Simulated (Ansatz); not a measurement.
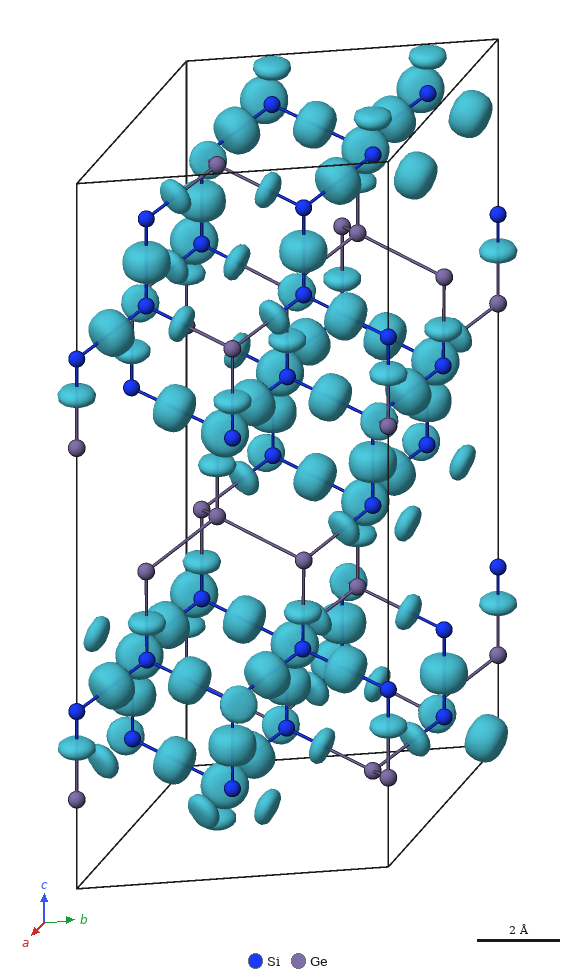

Si11Ge5. Isosurface of the ELF at 0.85 (cyan), seen at an oblique angle. Only the valence region is drawn (cores and ρ < 0.01 e/Å³ removed). Sticks mark near contacts.

Space group R3m; a generated structure, not necessarily the stable one.

Computed with Ansatz 0.2.0, DFT PBEsol, scalar-relativistic, plane waves, PAW.

### What do the ELF domains correspond to?

At this value the surface marks out 42 regions between bonded Ge–Si atoms (shared pairs) and 45 regions between bonded Si–Si atoms (shared pairs), counted in one cell of 48 atoms. Any copies at cell faces, edges or corners count once.

Values along the shortest contacts:
Si–Si (2.36 Å): the ELF peaks at about 0.95 between the atoms, as expected for localised, covalent bonding. Si–Ge (2.38 Å): the ELF peaks at about 0.90 between the atoms, as expected for a covalent bond.
